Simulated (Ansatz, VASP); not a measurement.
# InAs: VASP beside Ansatz

Aim: how closely do two programs agree when they are given the same cell, functional and k mesh?

Method: plane waves, with VASP 6.6.1 beside it; zone-centre phonons at PBE, in Ansatz 0.2.0.

**1. Set-up**

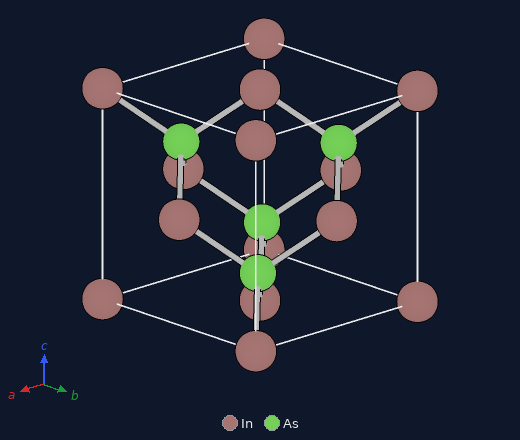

The cell as given, from a free direction (indium brown, arsenic green). This picture shows the conventional cell, with its axes. Bonds to atoms that aren't drawn are left out. Some periodic images of atoms are drawn too.

**2. Ansatz: zone-centre phonons, PBE**

Ansatz runs on its default PAW (the set named soft_2) files.

Second derivatives magnify differences that forces hide, and they need a tight electronic threshold.

input.yaml

```yaml
crystal:
  lattice:
    - [0.0, 3.0946622674, 3.0946622674]
    - [3.0946622674, 0.0, 3.0946622674]
    - [3.0946622674, 3.0946622674, 0.0]
  atoms:
    - { symbol: In, position: [0.0, 0.0, 0.0] }
    - { symbol: As, position: [0.75, 0.75, 0.75] }
hamiltonian:
  xc: pbe
  pseudopotentials: { kind: paw }
kpoints:
  mp_grid: { grid: [12, 12, 12] }
scf:
  occupations: { method: methfessel_paxton, width: 0.15 }
phonons:
  method: dfpt
  qpoints: [[0, 0, 0]]
```

On the command line:

```console
$ ansatz run input.yaml --threads 4 --pin off --max-ram 9216MiB --backend cpu --events-out ev --progress --plain --runs-dir out
```

Numbers of over 12 decimals in the logs are rounded to 6 here.

Output:

```text
zone centre: on kpoints.mp_grid the ground state, and the responses unless they are solved on pairs of k-points, stand on 163 of the mesh's 1728 k-points, reduced under 8 symmetry operations, with k and −k counted as one. Each operation leaves every solved displacement unchanged or reverses it
Engine: ansatz 0.2.0, x86_64-unknown-linux-gnu
Pseudopotentials: kind: paw
Pseudopotential: In, paw, valence charge 13, recommended cutoff 420 eV (normal), In.paw.azcp
Pseudopotential: As, paw, valence charge 15, recommended cutoff 420 eV (normal), As.paw.azcp
Functional definition: PBE
  parameter kappa = 0.804
  parameter beta = 0.066725
  exchange = pbe_x(kappa = kappa, mu = beta*pi^2/3)
  correlation = pbe_c(beta = beta)
Crystal: 2 atoms, lattice volume = 59.275 Å³
Basis set: ecut = 420 eV, 1139 PW (Γ), exchange–correlation on 60×60×60 points (8 copies of the dense FFT grid, shifted against one another)
Bands: 18, of which v1, the nominal top of the filled ones, is band 14 counted from 1 (13 counted from 0)
Symmetry: 24 space group operations
k-points: 163 of 1728 (irreducible under 8 space group operations, time reversal used)
Non-local potential: In, projectors of the file, l = 0: 2, l = 1: 2, l = 2: 2, l = 3: 2
Non-local potential: As, projectors of the file, l = 0: 2, l = 1: 2, l = 2: 3, l = 3: 1
PAW form: soft (Blöchl's): semilocal exchange-correlation on the pseudo side does not see the compensation charge
PAW one-centre angular grid: In, 590 points (default); XC on 64 Gauss nodes
PAW one-centre angular grid: As, 590 points (default); XC on 64 Gauss nodes
Initial density: superposition of atomic densities (neutral atoms: chi_scale 0, normalization atom), corrected by the library's trained network
Initial wavefunctions: pseudopotential atomic-orbital guess
Functional: x = pbe(κ = 0.804, μ = 0.219515), c = pbe(β = 0.066725)
SCF iter   1: F=—  HF=-10454.472186 eV  |F-HF|=—  |Δ(HF+E_count)|=         —  Δρ=2.51e-3  dr2=8.38e-3  ethr=1.77e-3  ⟨swp⟩=5.1  Hψ=13899  notcnv=0
preconditioner: auto → none  [insulator: Δε(μ)=0.607 eV  Ē_g=14.449 eV  σ=0.150 eV  W_gap=0.66  n_scr=14 (ndim 8)  ℏωp=20.5 eV  f_vac=0.124  D(μ)=0.07/eV (n_scr^D=0)  ε∞_Penn≈3.0]
SCF iter   2: F=—  HF=-10454.469046 eV  |F-HF|=—  |Δ(HF+E_count)|=   3.14e-3  S|Δr|=    0.00e0  Δρ=1.01e-3  dr2=7.46e-4  ethr=2.99e-5  ⟨swp⟩=2.0  Hψ=5686  notcnv=0
SCF iter   3: F=—  HF=-10454.468912 eV  |F-HF|=—  |Δ(HF+E_count)|=   1.34e-4  S|Δr|=    0.00e0  Δρ=3.01e-4  dr2=7.99e-5  ethr=2.66e-6  ⟨swp⟩=2.0  Hψ=4402  notcnv=0
SCF iter   4: F=—  HF=-10454.468970 eV  |F-HF|=—  |Δ(HF+E_count)|=   5.81e-5  S|Δr|=    0.00e0  Δρ=1.09e-4  dr2=9.10e-6  ethr=2.85e-7  ⟨swp⟩=2.0  Hψ=3587  notcnv=0
SCF iter   5: F=—  HF=-10454.468984 eV  |F-HF|=—  |Δ(HF+E_count)|=   1.39e-5  S|Δr|=    0.00e0  Δρ=3.40e-5  dr2=8.35e-7  ethr=3.25e-8  ⟨swp⟩=2.0  Hψ=5217  notcnv=0
SCF iter   6: F=—  HF=-10454.468984 eV  |F-HF|=—  |Δ(HF+E_count)|=   3.94e-7  S|Δr|=    0.00e0  Δρ=6.21e-6  dr2=1.77e-8  ethr=2.98e-9  ⟨swp⟩=2.0  Hψ=5217  notcnv=0
SCF iter   7: F=—  HF=-10454.468984 eV  |F-HF|=—  |Δ(HF+E_count)|=   4.01e-8  S|Δr|=    0.00e0  Δρ=1.07e-6  dr2=3.91e-10  ethr=6.31e-11  ⟨swp⟩=2.0  Hψ=5217  notcnv=0
SCF iter   8: F=—  HF=-10454.468984 eV  |F-HF|=—  |Δ(HF+E_count)|=  7.79e-10  S|Δr|=    0.00e0  Δρ=3.82e-7  dr2=5.03e-11  ethr=1.40e-12  ⟨swp⟩=2.0  Hψ=5217  notcnv=0
SCF iter   9: F=-10454.468984 eV  HF=-10454.468984 eV  |F-HF|=1.82e-12  |Δ(HF+E_count)|=  7.46e-11  S|Δr|=    0.00e0  Δρ=4.49e-8  dr2=9.77e-13  ethr=1.00e-12  ⟨swp⟩=6.0  Hψ=13139  notcnv=0
SCF 1 converged in 9 iterations: F = -10454.468984 eV  dr2 = 9.77e-13
  greatest PAW one-centre occupation: 0.999 electrons in one spin orbital (limit 2), on the As atom at site 1 (counted from 0), in its partial waves of l = 2
DFPT response loops at Γ: preconditioner auto → Kerker (q_TF=auto, 2.408 Å⁻¹) (partly filled bands, converged f_vac=0.115); β = 1.00, the filter's whole step (`scf.mixing.beta` (0.50) is not read by the response loops under this deck's `scf.mixing.preconditioner`; to damp them name `kerker` or `kerker_dos`, under which they read `scf.mixing.beta`, and type it under 1.00, their step now; both keys bind the ground state too); Broyden in place of MSR1
SCF converged after 9 iterations
Stability not checked: this state was not tested for a lower state beside it, because cold or Methfessel-Paxton smearing, or corrected tetrahedra, fill the levels in a way that the test cannot read (fill_not_monotonic; see scf.lower_state_search)
Free energy (F): -10454.468984 eV
Harris-Foulkes:  -10454.468984 eV  (|F-HF|=1.82e-12)
Internal energy: -10454.469202 eV  (E = F + TS)
E sigma→0 (E₀):  -10454.469038 eV
Entropy (-TS):   0.000218 eV (0.109 meV/atom)
Fermi energy:    6.976077 eV
Step filling:    the computed levels leave a gap of 0.0000 eV = 0.0 smearing widths at the electron count; against every level under it full and every level over it empty, smearing changes F+E_penalty+E_count by +0.101 meV and its σ→0 estimate by +0.046 meV
--- Per-component energies (eV) ---
  E_band       = -333.439298
  E_kinetic    = 345.246369
  E_local      = -3367.912144  (includes V_loc(G=0)·N_el)
  E_nonlocal   = -303.386140
  E_hartree    = 1621.209987
  E_xc         = -293.849033
  E_vxc        = -177.676754  (∫ρ·V_xc dr)
  E_paw        = -5990.598563  (= ΣΔE_a)
  E_vpaw       = -72.130614  (= ΣTr[D̂ρ^β])
  E_aug_tail   = 0.000034  (compensation charges beyond the density's cutoff)
  E_ewald      = -2465.179714
  E_smearing   = 0.000218  (= −TS)
  E_closure    = 0.000000  (closes the sum)
  Σ components = -10454.468984   (vs F -10454.468984, Δ=0.00e0)
--- Band table (eV; the first three rows and the last of 163) ---
  k-point 0: bands = [... 10 lower, -4.4890, 6.3967, 6.9471, 6.9471, 6.9471, 10.8284, 10.8284, 10.8284]
  k-point 1: bands = [... 10 lower, -4.4253, 5.5620, 6.8664, 6.8664, 7.5679, 10.8388, 10.9512, 10.9512]
  k-point 2: bands = [... 10 lower, -4.2415, 4.4471, 6.6686, 6.6686, 7.9908, 11.1401, 11.2360, 11.2360]
  k-point 162: bands = [... 10 lower, -2.7234, 1.5282, 4.2810, 4.3746, 10.8605, 11.2189, 11.7595, 13.0028]
--- Phonons (Γ-DFPT): 2 representative perturbations + reference, on 163 of 1728 k-points (Σ response iterations 6) ---
  k mesh reduced under 8 symmetry operations, with k and −k counted as one. Each operation leaves every solved displacement unchanged or reverses it
  ASR residual: 1.248e-4 → 0.000e0 eV/Å²; symmetrization residual: 6.807e-6 eV/Å²
  ASR residual per site (eV/Å²): 1.25e-4 6.42e-5
  Γ frequencies (cm⁻¹): 0.00 0.00 0.00 197.47 197.47 197.47
  non-analytic LO–TO correction: not included (Born effective charges unavailable; polar crystals: no LO–TO splitting at Γ)
--- Phonons (arbitrary-q DFPT): 1 explicit q-point ---
  q = [0, 0, 0] (of the zone-centre solve; hermiticity 2.09e-6, symmetrization 7.45e-13): -0.00 0.00 0.00 197.47 197.47 197.47
  sum rule: each row above includes the acoustic sum rule's correction from the zone centre's row sums; it moved no ω² by more than (0.54 cm⁻¹)²
```

Wall time 12 s (4 threads of Intel Xeon Platinum 8375C at 2.90GHz (Ice Lake), shared host); peak memory 0.88 GiB; 45 s of CPU time.

**3. VASP: zone-centre phonons, PBE**

The same cell, functional, mesh and smearing now go to VASP, with its own data sets and cutoff.

Lines of VASP's logs that name or quote its potential files are left out, and so is its time.

INCAR

```
SYSTEM = InAs
PREC = Accurate
ENCUT = 450
EDIFF = 1E-08
NELM = 100
ISMEAR = 1
SIGMA = 0.15
LREAL = .FALSE.
ALGO = Normal
GGA = PE
NBANDS = 15
LORBIT = 11
LWAVE = .FALSE.
LCHARG = .FALSE.
KPAR = 4
IBRION = 8
ISIF = 2
```

POSCAR

```
InAs
1.0
    0.0000000000      3.0946622674      3.0946622674
    3.0946622674      0.0000000000      3.0946622674
    3.0946622674      3.0946622674      0.0000000000
In As
1 1
Direct
    0.0000000000      0.0000000000      0.0000000000
    0.7500000000      0.7500000000      0.7500000000
```

KPOINTS

```
Automatic mesh
0
Gamma
12 12 12
0 0 0
```

Potentials, in the order of the species: In_d and As (PBE family, release 64).

On the command line:

```console
$ mpirun -np 4 vasp_std
```

Output:

```text
[banner, memory and clock lines left out]
running    4 mpi-ranks, on    1 nodes
 distrk:  each k-point on    1 cores,    4 groups
 distr:  one band on    1 cores,    1 groups

 POSCAR found type information on POSCAR InAs
 POSCAR found :  2 types and       2 ions
 LDA part: xc-table for (Slater+PW92), standard interpolation
 POSCAR, INCAR and KPOINTS ok, starting setup
 FFT: planning ... GRIDC
 FFT: planning ... GRID_SOFT
 FFT: planning ... GRID
 WAVECAR not read
 entering main loop
       N       E                     dE             d eps       ncg     rms          rms(c)
DAV:   1     0.106348091453E+03    0.10635E+03   -0.75835E+03  2167   0.114E+03
DAV:   2    -0.565388112954E+00   -0.10691E+03   -0.10299E+03  2321   0.283E+02
DAV:   3    -0.778355285898E+01   -0.72182E+01   -0.71849E+01  2825   0.761E+01
DAV:   4    -0.796598969119E+01   -0.18244E+00   -0.18239E+00  2648   0.140E+01
DAV:   5    -0.797399867887E+01   -0.80090E-02   -0.80089E-02  3279   0.243E+00    0.404E+00
DAV:   6    -0.773595378656E+01    0.23804E+00   -0.38753E-01  3399   0.101E+01    0.224E+00
DAV:   7    -0.771675924088E+01    0.19195E-01   -0.10686E-01  2910   0.280E+00    0.702E-01
DAV:   8    -0.771808580577E+01   -0.13266E-02   -0.11600E-02  2748   0.129E+00    0.156E-01
DAV:   9    -0.771871914634E+01   -0.63334E-03   -0.96981E-04  2601   0.308E-01    0.979E-02
DAV:  10    -0.771886849630E+01   -0.14935E-03   -0.16858E-04  2793   0.164E-01    0.543E-02
DAV:  11    -0.771891727904E+01   -0.48783E-04   -0.12912E-04  2426   0.116E-01    0.405E-02
DAV:  12    -0.771891857091E+01   -0.12919E-05   -0.70748E-06  2519   0.259E-02    0.102E-02
DAV:  13    -0.771891898572E+01   -0.41481E-06   -0.18998E-06  2734   0.874E-03    0.400E-03
DAV:  14    -0.771891913093E+01   -0.14521E-06   -0.12617E-07  2814   0.280E-03    0.127E-03
DAV:  15    -0.771891922624E+01   -0.95317E-07   -0.56244E-09  2071   0.686E-04    0.813E-04
DAV:  16    -0.771891928545E+01   -0.59211E-07   -0.39180E-09  1941   0.920E-04    0.114E-04
DAV:  17    -0.771891927485E+01    0.10606E-07   -0.12726E-09  1332   0.338E-04    0.678E-05
DAV:  18    -0.771891927108E+01    0.37680E-08   -0.32975E-10  1353   0.234E-04
   1 F= -.77189193E+01 E0= -.77189916E+01  d E =0.216927E-03
 Linear response reoptimize wavefunctions to high precision
DAV:   1    -0.771891926880E+01    0.22833E-08   -0.15778E-10  1479   0.179E-04
DAV:   2    -0.771891926879E+01    0.27285E-11   -0.77328E-11  1374   0.873E-05
 Linear response DOF=           2
 Linear response progress:
  Degree of freedom:   1/  2
       N       E                     dE             d eps       ncg     rms          rms(c)
RMM:   1    -0.233416805433E+00   -0.23342E+00   -0.11183E-01 11333   0.479E+00
RMM:   2    -0.235929755494E+00   -0.25130E-02   -0.12213E-02 14239   0.987E-01    0.789E-02
RMM:   3    -0.235757968522E+00    0.17179E-03   -0.14857E-03 15536   0.304E-01    0.361E-02
RMM:   4    -0.235482439724E+00    0.27553E-03   -0.14748E-04 16022   0.102E-01    0.221E-02
RMM:   5    -0.235355616104E+00    0.12682E-03   -0.34041E-05 16168   0.388E-02    0.726E-03
RMM:   6    -0.235324424926E+00    0.31191E-04   -0.98863E-06 16191   0.133E-02    0.171E-03
RMM:   7    -0.235333364996E+00   -0.89401E-05   -0.64478E-06 16611   0.395E-03    0.711E-04
RMM:   8    -0.235334102135E+00   -0.73714E-06   -0.23195E-06 16398   0.167E-03    0.324E-04
RMM:   9    -0.235334655406E+00   -0.55327E-06   -0.24067E-06 16929   0.690E-04    0.742E-05
RMM:  10    -0.235334632669E+00    0.22737E-07   -0.91304E-07 17420   0.302E-04    0.469E-05
RMM:  11    -0.235334665867E+00   -0.33198E-07   -0.75198E-07 17480   0.146E-04    0.146E-05
RMM:  12    -0.235334655644E+00    0.10223E-07   -0.16554E-07 17021   0.818E-05    0.167E-05
RMM:  13    -0.235334679943E+00   -0.24299E-07   -0.16433E-07 18503   0.481E-05    0.293E-06
RMM:  14    -0.235334679603E+00    0.34056E-09   -0.11713E-07 16291   0.312E-05    0.471E-06
RMM:  15    -0.235334669897E+00    0.97063E-08   -0.65912E-08 16093   0.231E-05    0.601E-07
 first order change of Fermi-energy  -0.43680E-04
 force on displaced ion       1 direction 1 :  -6.511   0.000   0.000
 Linear response progress:
  Degree of freedom:   2/  2
       N       E                     dE             d eps       ncg     rms          rms(c)
RMM:   1    -0.467546701363E-01   -0.46755E-01    0.64936E-02 17110   0.143E+00
RMM:   2    -0.443875679373E-01    0.23671E-02    0.14954E-03 13250   0.522E-01    0.994E-02
RMM:   3    -0.450678262333E-01   -0.68026E-03   -0.16714E-03 15538   0.215E-01    0.439E-02
RMM:   4    -0.452813374968E-01   -0.21351E-03   -0.13691E-04 15601   0.741E-02    0.112E-02
RMM:   5    -0.453306565576E-01   -0.49319E-04   -0.17694E-05 16050   0.305E-02    0.539E-03
RMM:   6    -0.453212315254E-01    0.94250E-05   -0.27712E-06 15318   0.905E-03    0.156E-03
RMM:   7    -0.453189990029E-01    0.22325E-05   -0.13956E-07 16746   0.270E-03    0.102E-03
RMM:   8    -0.453199120273E-01   -0.91302E-06   -0.30510E-08 15077   0.118E-03    0.493E-04
RMM:   9    -0.453208187137E-01   -0.90669E-06    0.44187E-08 16090   0.429E-04    0.996E-05
RMM:  10    -0.453208832212E-01   -0.64508E-07   -0.10881E-08 17639   0.157E-04    0.452E-05
RMM:  11    -0.453208857415E-01   -0.25203E-08   -0.14625E-07 16495   0.524E-05    0.102E-05
RMM:  12    -0.453209155301E-01   -0.29789E-07    0.21558E-08 17586   0.228E-05    0.323E-06
RMM:  13    -0.453209138077E-01    0.17224E-08   -0.19347E-08 16690   0.113E-05    0.179E-06
 first order change of Fermi-energy   0.30689E-03
 force on displaced ion       2 direction 1 :  -6.538  -0.000  -0.000
 Linear response finished
```

From OUTCAR (step 3):

```text
ion  position               nearest neighbor table
   1  0.000  0.000  0.000-   2 2.68   2 2.68   2 2.68   2 2.68
   2  0.750  0.750  0.750-   1 2.68   1 2.68   1 2.68   1 2.68

  LATTYP: Found a face centered cubic cell.
 ALAT       =     6.1893245348

 Subroutine GETGRP returns: Found 24 space group operations
 (whereof 24 operations were pure point group operations)

The static configuration has the point symmetry T_d .

 Found     72 irreducible k-points:

   k-points           NKPTS =     72   k-points in BZ     NKDIM =     72   number of bands    NBANDS=     15

   dimension x,y,z NGX =    30 NGY =   30 NGZ =   30
   dimension x,y,z NGXF=    60 NGYF=   60 NGZF=   60

   ENCUT  =  450.0 eV  33.07 Ry    5.75 a.u.   7.57  7.57  7.57*2*pi/ulx,y,z

   NELECT =      18.0000    total number of electrons

 k-points in reciprocal lattice and weights: Automatic mesh
   0.00000000  0.00000000  0.00000000       0.001
   0.08333333  0.00000000  0.00000000       0.005
   0.16666667  0.00000000  0.00000000       0.005
   0.25000000  0.00000000  0.00000000       0.005
   0.33333333  0.00000000  0.00000000       0.005
   0.41666667  0.00000000  0.00000000       0.005
   0.50000000  0.00000000  0.00000000       0.002
   0.08333333  0.08333333  0.00000000       0.003
   0.16666667  0.08333333  0.00000000       0.014
[...]
-0.33333333  0.50000000  0.16666667       0.007
  -0.25000000  0.50000000  0.25000000       0.003

 average (electrostatic) potential at core
       1 -97.1639       2 -50.2233

  Total        0.0016760      0.0016760      0.0016760      0.0000000      0.0000000     -0.0000000
  in kB        0.0453023      0.0453023      0.0453023      0.0000000      0.0000000     -0.0000000
  external PRESSURE =       0.0453023 kB  Pullay stress =       0.0000000 kB

  energy-cutoff  :      450.00
  volume of cell :       59.27
      direct lattice vectors                 reciprocal lattice vectors
     0.000000000  3.094662267  3.094662267    -0.161568519  0.161568519  0.161568519
     3.094662267  0.000000000  3.094662267     0.161568519 -0.161568519  0.161568519
     3.094662267  3.094662267  0.000000000     0.161568519  0.161568519 -0.161568519

 POSITION                                       TOTAL-FORCE (eV/Angst)
 -----------------------------------------------------------------------------------
      0.00000      0.00000      0.00000        -0.000000      0.000000      0.000000
      4.64199      4.64199      4.64199         0.000000     -0.000000     -0.000000
 -----------------------------------------------------------------------------------
    total drift:                               -0.000000     -0.000000     -0.000000

 Eigenvectors and eigenvalues of the dynamical matrix
 ----------------------------------------------------

   1 f  =    5.931730 THz    37.270158 2PiTHz  197.861213 cm-1    24.531653 meV
             X         Y         Z           dx          dy          dz
      0.000000  0.000000  0.000000     0.000000    0.627596    0.000000
      4.641993  4.641993  4.641993     0.000000   -0.778539    0.000000

   2 f  =    5.931730 THz    37.270158 2PiTHz  197.861213 cm-1    24.531653 meV
             X         Y         Z           dx          dy          dz
      0.000000  0.000000  0.000000    -0.627596    0.000000    0.000000
      4.641993  4.641993  4.641993     0.778539    0.000000    0.000000

   3 f  =    5.931730 THz    37.270158 2PiTHz  197.861213 cm-1    24.531653 meV
             X         Y         Z           dx          dy          dz
      0.000000  0.000000  0.000000     0.000000    0.000000   -0.627596
      4.641993  4.641993  4.641993     0.000000    0.000000    0.778539

   4 f/i=    0.005984 THz     0.037601 2PiTHz    0.199620 cm-1     0.024750 meV
             X         Y         Z           dx          dy          dz
      0.000000  0.000000  0.000000     0.778539    0.000000    0.000000
      4.641993  4.641993  4.641993     0.627596    0.000000    0.000000

   5 f/i=    0.005984 THz     0.037601 2PiTHz    0.199620 cm-1     0.024750 meV
             X         Y         Z           dx          dy          dz
      0.000000  0.000000  0.000000     0.000000   -0.778539    0.000000
      4.641993  4.641993  4.641993     0.000000   -0.627596    0.000000

   6 f/i=    0.005984 THz     0.037601 2PiTHz    0.199620 cm-1     0.024750 meV
             X         Y         Z           dx          dy          dz
      0.000000  0.000000  0.000000     0.000000    0.000000    0.778539
      4.641993  4.641993  4.641993     0.000000    0.000000    0.627596

 ELASTIC MODULI CONTR FROM IONIC RELAXATION (kBar)
 Direction    XX          YY          ZZ          XY          YZ          ZX
 --------------------------------------------------------------------------------
 XX          -0.0000      0.0000      0.0000     -0.0000      0.0000      0.0000
 YY           0.0000     -0.0000      0.0000     -0.0000     -0.0000     -0.0000
 ZZ           0.0000      0.0000     -0.0000      0.0000     -0.0000      0.0000
 XY          -0.0000     -0.0000      0.0000   -159.1690     -0.0000      0.0000
 YZ           0.0000     -0.0000     -0.0000     -0.0000   -159.1690     -0.0000
 ZX           0.0000     -0.0000      0.0000      0.0000     -0.0000   -159.1690
 --------------------------------------------------------------------------------
```

**4. Differences**

Known differences besides the PAW data sets themselves: the data sets hold 28 valence electrons in Ansatz (default PAW (the set named soft_2) files) and 18 in VASP; the cutoff is 420 eV in Ansatz and 450 eV in VASP; VASP leaves aspherical gradient terms in its spheres out (LASPH is not set), Ansatz keeps them. Total energies have different zeros and are not compared.

Both answers:

| quantity | Ansatz | VASP | difference |
| --- | --- | --- | --- |
| mode 4 to 6 (cm⁻¹) | 197.5 | 197.9 | -0.20 % |

**5. Results**

```yaml
difference_in_mode_4_to_6_zone_centre_phonons_pbe: -0.20 %
```

**Reading.** The difference in mode 4 to 6 is -0.20 % (zone-centre phonons, PBE), within the 3 % picked in this series as the mark of a large difference. Differences of this kind measure data sets and numerical settings, not the functional's error against experiment.

[Lines on the potential files, build, host, timing and source positions are cut from VASP's logs without a mark.]

[Logs are printed without paths, hosts, clocks, repeated set-up lines and the standing remarks that a program may print on its own settings, such as how far it seeks lower states.]

[Hosts, paths, dates, database ids (printed as entryN), source tags and the programs' standing remarks are cut or masked in the printed files.]
